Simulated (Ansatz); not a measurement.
WF3

```yaml
crystal:
  lattice:
    - [4.61134, 0.00000, -0.02081]
    - [0.00000, 7.98708, 0.00000]
    - [-1.52376, 0.00000, 6.46553]
  atoms:
    - { symbol: W, position: [0.00000, 0.83334, 0.00000] }
    - { symbol: W, position: [0.50000, 0.33334, 0.00000] }
    - { symbol: W, position: [0.00000, 0.16666, 0.00000] }
    - { symbol: W, position: [0.50000, 0.66666, 0.00000] }
    - { symbol: F, position: [0.25701, 0.50000, 0.78589] }
    - { symbol: F, position: [0.75701, 0.00000, 0.78589] }
    - { symbol: F, position: [0.24299, 0.00000, 0.21411] }
    - { symbol: F, position: [0.74299, 0.50000, 0.21411] }
    - { symbol: F, position: [0.23674, 0.66458, 0.21419] }
    - { symbol: F, position: [0.73674, 0.16458, 0.21419] }
    - { symbol: F, position: [0.26326, 0.16458, 0.78581] }
    - { symbol: F, position: [0.76326, 0.66458, 0.78581] }
    - { symbol: F, position: [0.26326, 0.83542, 0.78581] }
    - { symbol: F, position: [0.76326, 0.33542, 0.78581] }
    - { symbol: F, position: [0.23674, 0.33542, 0.21419] }
    - { symbol: F, position: [0.73674, 0.83542, 0.21419] }
```

Space group C2/m; a generated structure, not necessarily the stable one; changed on purpose from its base cell (volume × 1.06, shape and atoms relaxed).

Level of theory: DFT PBE, scalar-relativistic, plane waves, PAW in Ansatz 0.2.0.

> What can the converged valence pseudo-density and electron localisation function tell about the bonding?

W–F (2.07 Å): ρ at the midpoint is about 0.62 e/Å³; the ELF peaks at about 0.80 in the valence shell of F, 0.6 Å from its nucleus, and drops to about 0.10 between the two atoms (no localised pair shows between them).
W–W (2.66 Å): ρ at the midpoint is about 0.57 e/Å³; the ELF peaks at about 0.60 between the atoms.

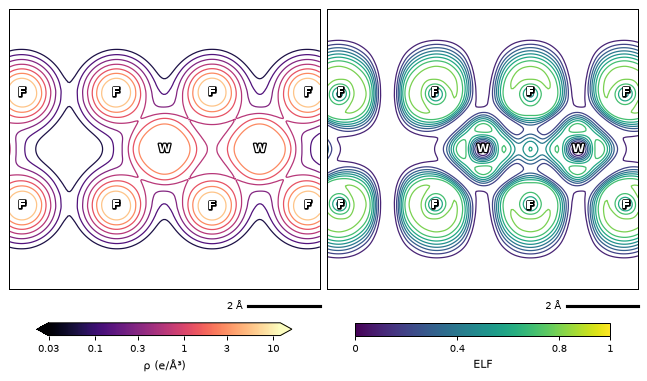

Computed valence pseudo-density and electron localisation function on the (101̄) plane of the conventional cell, in this order. 
